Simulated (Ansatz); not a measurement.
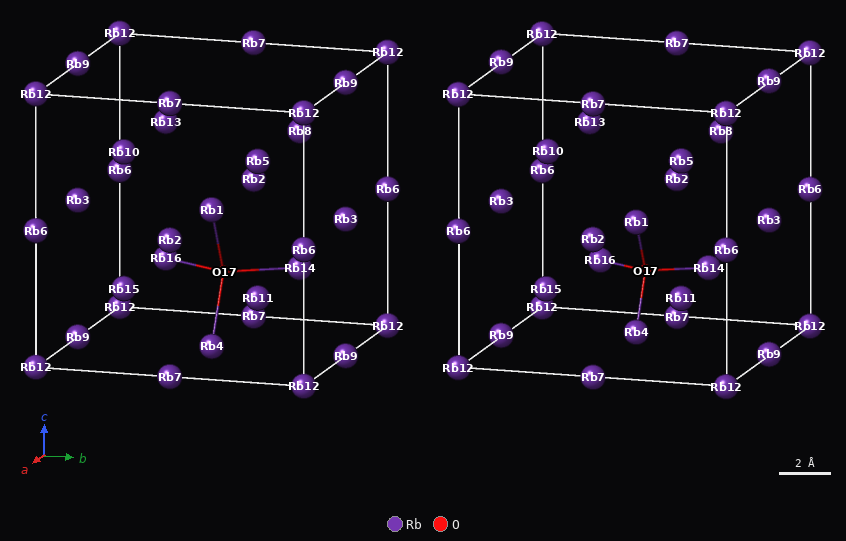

Two geometries of a defect cell of composition Rb$_{16}$O, drawn at one scale. One is the start of a relaxation, the other its converged end. A ball-and-stick model of the cell of the calculation (origin shifted), seen slightly off an axis.

The calculation used DFT r2SCAN, scalar-relativistic, plane waves, PAW (Ansatz). Set-up: plane-wave cutoff 500 eV; k-point mesh 1 × 1 × 1; occupations fermi dirac; smearing width 0.1 eV; no spin polarisation; atoms relaxed in a fixed cell; force threshold 0.08 eV/Å; at most 25 steps.

Question: Which of the two is the end point?

Answer: The right one is the relaxed one. It is an interstitial O in bcc Rb. The run prepares the start of a later molecular dynamics calculation, from a guessed geometry. The atoms of the start lie slightly off their symmetric places, so part of the fall in energy undoes that. The energy falls by 1.411 eV per cell of the calculation in 4 geometry steps. The largest force component goes from 0.83 to 0.013 eV/Å. The atom that moves furthest is Rb1 (0.58 Å along [−1 0 −3]). By element the largest moves are Rb 0.58 Å, O 0.07 Å. The cell doesn't change. Among the contacts that change: Rb1–O17 3.194 → 2.562 Å, Rb16–O17 3.146 → 2.562 Å, Rb4–O17 3.088 → 2.563 Å, Rb14–O17 3.074 → 2.562 Å. Bond angles that change, for instance: Rb14–O17–Rb16 128.0° → 123.6°, Rb1–O17–Rb16 99.6° → 103.1°, Rb1–O17–Rb4 125.7° → 122.8°.
